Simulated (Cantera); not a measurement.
Charge: 1 mol V₂O₃, a varied amount of H₂, 2.2 mol H₂O, held at 1400 °C and 2.00 mbar.

Method: chemical equilibrium by Gibbs-energy minimisation in Cantera with the NASA 1993 tables (ideal gas, pure condensed phases). Candidate condensed phases: H₂O, V, VO, V₂O₃, V₂O₄, V₂O₅; 12 gas species. Mutual solubility and eutectic melting of coexisting phases are not modelled. VO: taken at fixed stoichiometry. Condensed phases not in the tables: the oxides between V₂O₃ and V₂O₅ other than VO₂. The numbers say what is thermodynamically allowed, not how fast it happens.

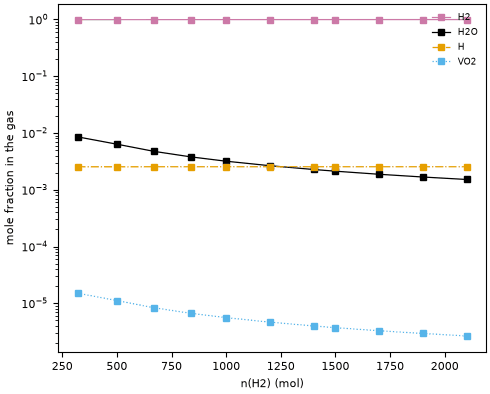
Equilibrium gas composition (values under 1e-9 drawn at 1e-9)

### Question
Read off the mole fractions at 670 mol H₂.

### Answer
H₂ about 0.99, H₂O about 0.0047, H about 0.0025, VO₂ about 8.3e-6.
